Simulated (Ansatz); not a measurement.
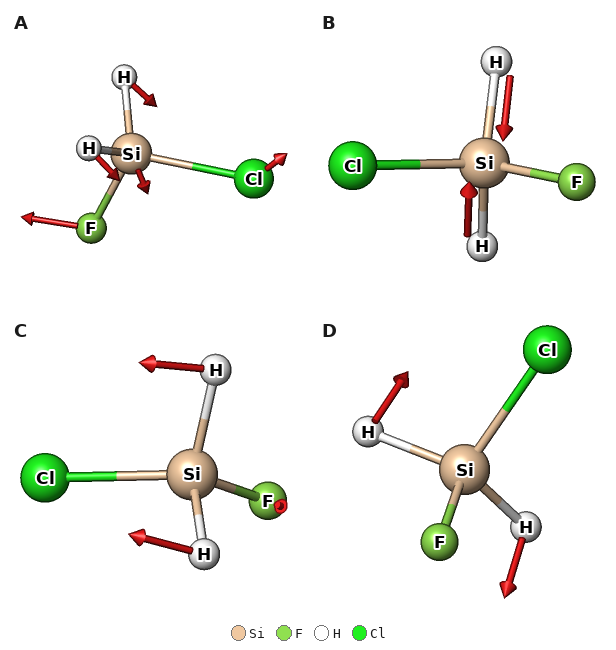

4 normal modes of one molecule or complex, as arrows. Harmonic vibrations computed with RKS PBE0-D4/def2-TZVP (Ansatz 0.2.0) at a stationary point of the same level.

**Match the panels to the wavenumbers 248 cm⁻¹, 728 cm⁻¹, 884 cm⁻¹, 2278 cm⁻¹.**

A: 248 cm⁻¹, Cl–Si–F bending
B: 2278 cm⁻¹, in-phase stretching of 2 Si–H bonds
C: 884 cm⁻¹
D: 728 cm⁻¹, F–Si–H bending
